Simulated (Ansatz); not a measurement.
## Electronic structure of Sn3SeS2 in real space

```
Sn Se S
1.0
     4.19146    0.00000    0.00000
     0.00000    4.19146    0.00000
     0.00000    0.00000   17.75988
Sn Se S
6 2 4
Direct
  0.00000 0.00000 0.00000
  0.50000 0.50000 0.50000
  0.50000 0.50000 0.17042
  0.00000 0.00000 0.67042
  0.00000 0.00000 0.32958
  0.50000 0.50000 0.82958
  0.50000 0.50000 0.00000
  0.00000 0.00000 0.50000
  0.50000 0.50000 0.33274
  0.00000 0.00000 0.83274
  0.00000 0.00000 0.16726
  0.50000 0.50000 0.66726
```

Space group I4/mmm; a structure generated by program, which may or may not match a known phase.

These are results of DFT PBE, scalar-relativistic, plane waves, PAW in Ansatz 0.2.0, not measurements.

The density is the valence pseudo-density of a PAW calculation; it isn't the true density close to the nuclei.

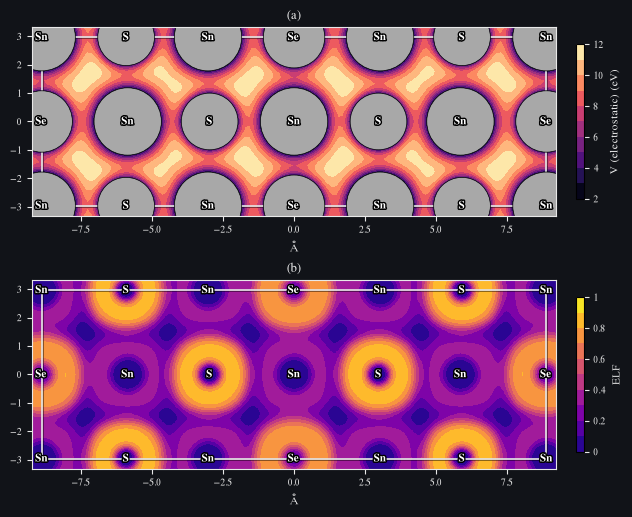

Figure 1. (a) electrostatic potential (local pseudopotential plus Hartree) felt by an electron; (b) ELF on the (11̄0) plane of the conventional cell. Grey discs cover the atomic cores in the potential map.

> Interpret the plot.

The section cuts through Sn, Se and S sites.
Sn–S (2.88 Å): the ELF peaks at about 0.85 in the valence shell of S, 0.8 Å from its nucleus, and drops to about 0.30 between the two atoms.
Sn–Se (2.96 Å): the ELF is about 0.40 at the midpoint.
Sn–S (2.96 Å): the ELF peaks at about 0.85 in the valence shell of S, 0.8 Å from its nucleus, and drops to about 0.30 between the two atoms.
Sn–Se (3.03 Å): the ELF is about 0.40 at the midpoint.
Outside the cores the potential energy rises away from the atoms and is highest about 1.8 Å from the nearest atoms; its zero is arbitrary.

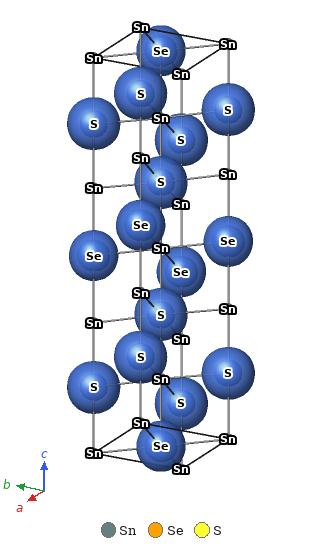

Figure 2. Isosurface of the ELF at 0.75 (blue), seen at an oblique angle. Core shells and regions of very low density are left out. Sticks mark near contacts.

> Identify the bonds, lone pairs and shells in this picture.

At this value the surface marks out four regions wrapped around S (the valence shell of each) and two regions wrapped around Se (the valence shell of each), counted in one cell of 12 atoms. Any copies at cell faces, edges or corners count once.
